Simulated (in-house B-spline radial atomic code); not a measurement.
Method: non-relativistic exchange-only LDA (Slater), spin-polarised, spherical fractional occupations, point nucleus, basis-set limit; computed with an in-house B-spline radial code. The occupation of the 3d shell is varied from Zn⁵⁺ ([Ar] 3d7 (high spin)) to Zn⁴⁺ ([Ar] 3d8 (high spin)), with spherical fractional occupations. Wanted, and plotted below: the total energy less the straight line between the end points, and the eigenvalue of 3d↓ (the dashed line is minus the energy to take the whole electron out).

The curve is convex (below the straight line), with the largest deviation among the points computed, −3.00 eV, at 0.5. The end points differ by 82.5 eV, the energy to take the electron out. The eigenvalue, which is the slope of the energy (Janak's theorem), moves from −94.7 eV at 0 to −70.7 eV at 1; for a straight line it would stay constant, and a parabola would sag by an eighth of this change, scaled to a whole electron, 3.00 eV. Convexity is the mark of the delocalisation error, which puts fractional charges too low; for p, d and f shells the spherical spreading of the fraction adds to it.

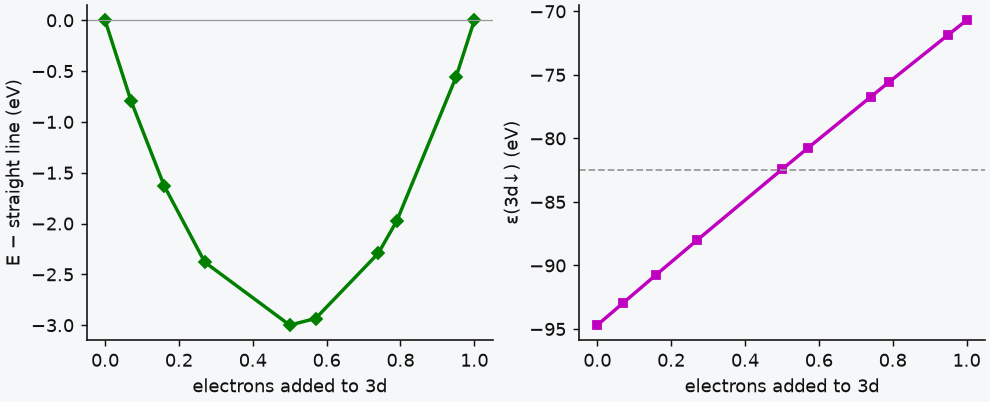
